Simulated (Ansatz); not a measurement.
# doublet [BPH4]+ at 6 levels

Wanted: a comparison of 6 runs (U-r2SCAN/STO-3G, UBLYP/STO-3G, UPBE/STO-3G, RPA@PBE/STO-3G, UCCSD/STO-3G, FCI/STO-3G) of doublet [BPH4]+. 

The calculation is run with Ansatz 0.2.0.

53 further runs of the same task are left out: 53 set aside as unsound or not needed.

**1. The structure to begin with**

[BPH4]+: 6 atoms, total charge +1, spin state doublet. SMILES of the parent species: `BP`. The coordinates come from a GFN2-xTB relaxation. That shape belongs to the parent species and isn't relaxed for this state.

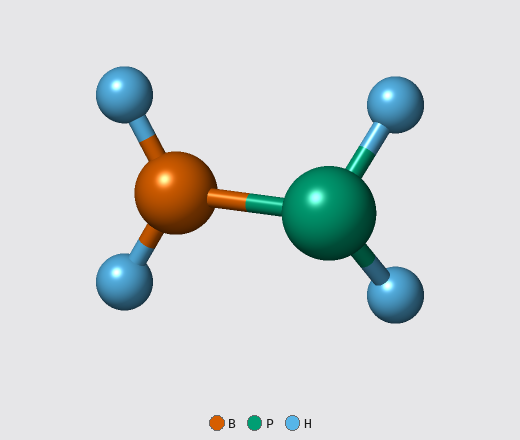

The structure, seen from a chosen angle (boron orange, phosphorus teal, hydrogen blue).

**2. The energy at U-r2SCAN/STO-3G (run 1)**

Contents of in.yaml:

```yaml
crystal:
  periodic: [false, false, false]
  atoms:
    - {symbol: B, position_ang: [0.002660, -0.867960, 0.118880]}
    - {symbol: P, position_ang: [0.378740, 0.928770, 0.259630]}
    - {symbol: H, position_ang: [-0.777460, -1.351190, 0.842930]}
    - {symbol: H, position_ang: [0.659230, -1.540870, -0.575930]}
    - {symbol: H, position_ang: [0.599110, 1.319050, -1.043720]}
    - {symbol: H, position_ang: [-0.862270, 1.512200, 0.398210]}
basis:
  gaussian: {orbitals: STO-3G}
total_charge: 1
magnetization: {spin_polarized: true, initial_magnetization: 1}
hamiltonian: {xc: r2scan}
accuracy: high
```

Launch:

```
$ ansatz run in.yaml --threads 1 --pin off --max-ram 2610MiB --events-out events.jsonl --progress --plain --runs-dir runs
```

Output:

```text
Warning: RAYON_NUM_THREADS=1 ignored (pool sized by the plan → 1); use --threads N
Functional definition: r2SCAN
  name "r2SCAN"
  parameter k0 = 0.174
  parameter k1 = 0.065
  parameter a1 = 4.9479
  exchange = r2scan_x(k0 = k0, k1 = k1, a1 = a1)
  correlation = r2scan_c
313 factors; integrals over basis functions are off by at most 5.1e-9 eV
mean field evaluation 1: about -9905.7255 eV, gradient 1.0e1 eV
mean field evaluation 2: about -9898.4626 eV, gradient 2.2e1 eV
mean field evaluation 4: about -9906.6902 eV, gradient 1.6e0 eV
mean field evaluation 8: about -9906.6564 eV, gradient 2.9e-2 eV
mean field evaluation 16: about -9906.6564 eV, gradient 7.5e-6 eV
mean field -9906.65636633 eV, -364.0629064898 hartree, gradient 1.7e-8 eV, S^2 0.753881; 0 other end points of the search recorded, 0 dependent functions left out
reference -9906.65636720 eV, -364.0629065217 hartree; 12, 11 occupied and 6, 7 virtual orbitals, 313 factors
Total energy: -9906.65636720 eV, -364.0629065217 hartree
```

Run time: 2.7 s. Hardware: 1 thread of AMD EPYC 7R13 (Zen 3), shared host; peak memory 0.24 GiB.

**3. The energy at UBLYP/STO-3G (run 2)**

Contents of job.yaml:

```yaml
basis:
  gaussian:
    orbitals: STO-3G
crystal:
  periodic: [false, false, false]
  atoms:
    - {symbol: B, position_ang: [0.002660, -0.867960, 0.118880]}
    - {symbol: P, position_ang: [0.378740, 0.928770, 0.259630]}
    - {symbol: H, position_ang: [-0.777460, -1.351190, 0.842930]}
    - {symbol: H, position_ang: [0.659230, -1.540870, -0.575930]}
    - {symbol: H, position_ang: [0.599110, 1.319050, -1.043720]}
    - {symbol: H, position_ang: [-0.862270, 1.512200, 0.398210]}
total_charge: 1
magnetization:
  spin_polarized: true
  initial_magnetization: 1
hamiltonian:
  xc: {name: BLYP}
accuracy: high
```

Launch:

```
$ ansatz run job.yaml --threads 1 --pin off --max-ram 2610MiB --events-out events.jsonl --progress --plain --runs-dir runs
```

Output:

```text
Warning: RAYON_NUM_THREADS=1 ignored (pool sized by the plan → 1); use --threads N
Functional definition: BLYP
  name "BLYP"
  parameter beta = 0.0042
  parameter a = 0.04918
  parameter b = 0.132
  parameter c = 0.2533
  parameter d = 0.349
  exchange = b88_x(beta = beta)
  correlation = lyp_c(a = a, b = b, c = c, d = d)
313 factors; integrals over basis functions are off by at most 5.1e-9 eV
mean field evaluation 1: about -9904.8942 eV, gradient 1.2e1 eV
mean field evaluation 2: about -9896.8237 eV, gradient 2.4e1 eV
mean field evaluation 4: about -9906.0922 eV, gradient 1.4e0 eV
mean field evaluation 8: about -9906.0536 eV, gradient 2.8e-2 eV
mean field evaluation 16: about -9906.0536 eV, gradient 4.5e-7 eV
mean field -9906.05359375 eV, -364.0407550059 hartree, gradient 2.8e-8 eV, S^2 0.751640; 0 other end points of the search recorded, 0 dependent functions left out
reference -9906.05363095 eV, -364.0407563732 hartree; 12, 11 occupied and 6, 7 virtual orbitals, 313 factors
Total energy: -9906.05363095 eV, -364.0407563732 hartree
```

Wall time 1.1 s (1 thread of AMD EPYC 7R13 (Zen 3), shared host); peak memory 0.15 GiB.

Runs 3 to 5 aren't shown in full; the table further down has their settings and results.

**4. The energy at FCI/STO-3G (run 6)**

Contents of run.yaml:

```yaml
basis:
  gaussian: {orbitals: STO-3G}
crystal:
  periodic: [false, false, false]
  atoms:
    - symbol: B
      position_ang: [0.002660, -0.867960, 0.118880]
    - symbol: P
      position_ang: [0.378740, 0.928770, 0.259630]
    - symbol: H
      position_ang: [-0.777460, -1.351190, 0.842930]
    - symbol: H
      position_ang: [0.659230, -1.540870, -0.575930]
    - symbol: H
      position_ang: [0.599110, 1.319050, -1.043720]
    - symbol: H
      position_ang: [-0.862270, 1.512200, 0.398210]
total_charge: 1
magnetization: {spin_polarized: true, initial_magnetization: 1}
correlation: {method: fci, frozen_orbitals: {B: 1, H: 0, P: 5}}
accuracy: high
```

Launch:

```
$ ansatz run run.yaml --threads 1 --pin off --max-ram 2610MiB --events-out events.jsonl --progress --plain --runs-dir runs
```

Output:

```text
Warning: RAYON_NUM_THREADS=1 ignored (pool sized by the plan → 1); use --threads N
Functional definition: HF
  name "HF"
  exchange = exact_x
  correlation = 0
313 factors; integrals over basis functions are off by at most 5.1e-9 eV
mean field evaluation 1: about -9886.3393 eV, gradient 7.9e0 eV
mean field evaluation 2: about -9886.3548 eV, gradient 7.9e0 eV
mean field evaluation 4: about -9887.1060 eV, gradient 6.9e-1 eV
mean field evaluation 8: about -9887.1234 eV, gradient 6.3e-3 eV
mean field -9887.12336863 eV, -363.3450820644 hartree, gradient 6.5e-8 eV, S^2 0.756381; 0 other end points of the search recorded, 0 dependent functions left out
mean field evaluation 16: about -9887.0896 eV, gradient 2.4e-1 eV
6 core orbitals not correlated: weight in the atoms' cores, before any rotation towards them, 1.000 or more for the frozen orbitals, at most 0.000 for the correlated occupied ones
reference -9887.08963133 eV, -363.3438422412 hartree; 6, 5 occupied and 6, 7 virtual orbitals, 313 factors
state -9889.64738517 eV, -363.4378379612 hartree
Total energy: -9889.64738517 eV, -363.4378379612 hartree
```

Run time: 3.6 s. Hardware: 1 thread of AMD EPYC 7R13 (Zen 3), shared host; peak memory 0.16 GiB.

**5. The series**

| run | level | frozen core orbitals | energy (Eh) | ⟨S²⟩ | wall time |
| --- | --- | --- | --- | --- | --- |
| 1 | U-r2SCAN/STO-3G | – | -364.062907 | 0.754 | 2.7 s |
| 2 | UBLYP/STO-3G | – | -364.040756 | 0.752 | 1.1 s |
| 3 | UPBE/STO-3G | – | -363.874472 | 0.752 | 1.1 s |
| 4 | RPA@PBE/STO-3G | 6 | -363.490220 | 0.752 | 1.4 s |
| 5 | UCCSD/STO-3G | 6 | -363.436743 | 0.756 | 0.16 s |
| 6 | FCI/STO-3G | 6 | -363.437838 | – | 3.6 s |

**6. What came out**

| quantity | value |
| --- | --- |
| run 6: total energy | -363.43784 Eh |
| run 6: correlation energy (6 core orbitals frozen) | -94.0 mEh |

**Reading.** Against full CI in this basis: UCCSD +1.1 mEh. Totals of different functionals can't be ranked against each other. In runs 1, 2, 3, 4, 5, 6 the basis is minimal, so the values are rough. All runs together took 10 s, the longest 3.6 s.
